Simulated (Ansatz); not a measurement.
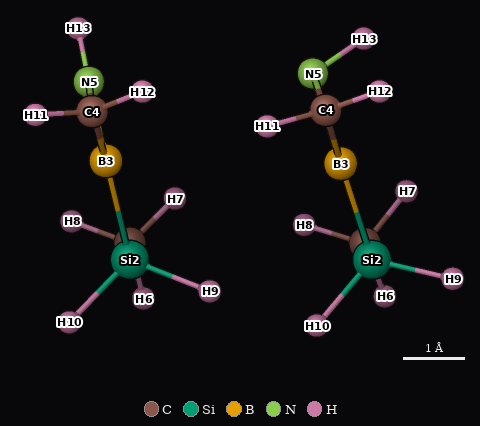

Two geometries of C₂H₈BNSi, drawn at one scale. One is the start of a relaxation, the other its converged end. Style: ball-and-stick. Shown from a free direction.

Computed with RKS PBE0-D4/def2-mTZVP (Ansatz 0.2.0). Settings: no spin polarisation; force threshold 0.015 eV/Å; at most 40 steps.

> Which one is relaxed?

The left one is the relaxed one. The run prepares an end point of a later path (torsion) calculation, from a guessed geometry. The atom that moves furthest after the best rigid fit is an H atom (0.79 Å). By element the largest moves are H 0.79 Å, N 0.30 Å, B 0.15 Å, C 0.13 Å, Si 0.04 Å. Among the contacts that change: B–N 1.571 → 1.347 Å, B–C 1.661 → 1.577 Å, C–Si 1.803 → 1.883 Å, B–Si 1.916 → 1.993 Å. Among the angles between lasting bonds that change: B–N–H 105.9° → 156.2°, C–N–H 111.8° → 135.5°, H–C–H 128.6° → 113.6°. Over 15 accepted moves (16 points after the start) the energy falls by 131.4 kJ/mol. The largest force component goes from 4.1 to 0.0082 eV/Å. The line search rejected the trial step at point 10 of the run. The forces were under the threshold at step 9, but the run went on from there. Cost: 78 s on 2 threads of Intel(R) Xeon(R) Platinum 8259CL CPU @ 2.50GHz (Skylake/Cascade Lake), on a shared host, peak memory 0.29 GiB.
